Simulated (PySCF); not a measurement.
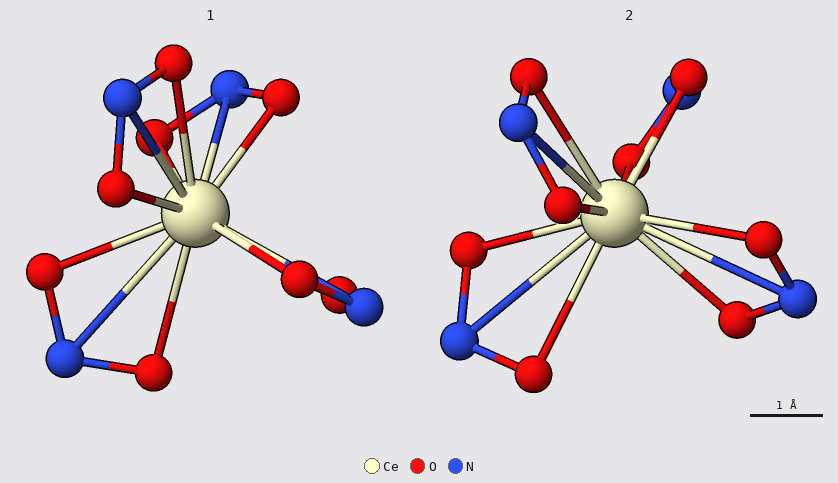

Two geometries of CeN4O8, drawn at one scale. One is the start of a relaxation, the other its converged end. A ball-and-stick model, seen at a tilt.

Level of theory: PySCF, RKS PBE, Ce lcecp-2-SVP with ECP46, O def2-SVP, N def2-SVP; non-relativistic Hamiltonian with scalar-relativistic core potentials; density fitting. Settings: symmetry kept (S4).

### Which of the two is the end point?

Structure 1 is the relaxed one. The start is a saddle point found before, displaced along its imaginary mode. The largest moves after the best rigid fit, 0.92 Å, are those of O atoms. Largest moves by element: O 0.92 Å, N 0.48 Å. Ce stays in place. Some distances before and after: Ce–O 2.537 → 2.467 Å, N–O 1.322 → 1.286 Å, Ce–O 2.327 → 2.347 Å, Ce–N 2.899 → 2.883 Å. Bond angles that change, for instance: Ce–O–N 93.2° → 95.8°, Ce–N–O 60.9° → 58.3°. After 25 geometry steps the energy has fallen by 0.491 eV. The largest force component goes from 0.99 to 0.004 eV/Å.
